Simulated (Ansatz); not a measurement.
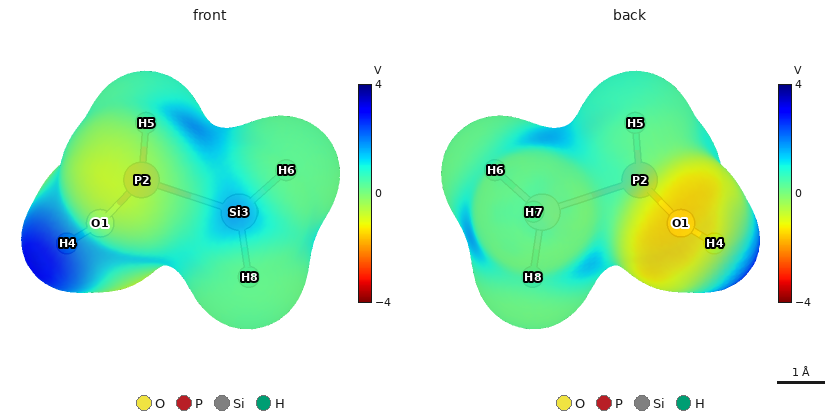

The picture shows: H₅OPSi. The molecular electrostatic potential painted on the density surface at 0.004 e/bohr³, seen from the front and from behind; red is negative and blue positive.

These are results of Ansatz, RKS BLYP/def2-SVP, not measurements.

```xyz
8

O    -1.1141    0.2839   -1.5329
P    -0.4296    1.1634   -0.2245
Si    0.5636   -0.6226    0.8487
H    -2.0436    0.5747   -1.6128
H     0.8088    1.5723   -0.8541
H     1.5087   -0.0901    1.8906
H     1.3093   -1.5182   -0.0972
H    -0.5111   -1.4208    1.5263
```

**Which sites attract a positive test charge, and which a negative one?**

A positive charge is drawn to the negative regions and a negative charge to the positive ones. The most negative region (about −1.5 V) lies over O1, the most positive (about +3.1 V) over H4. O1 is the likeliest acceptor of a hydrogen bond.
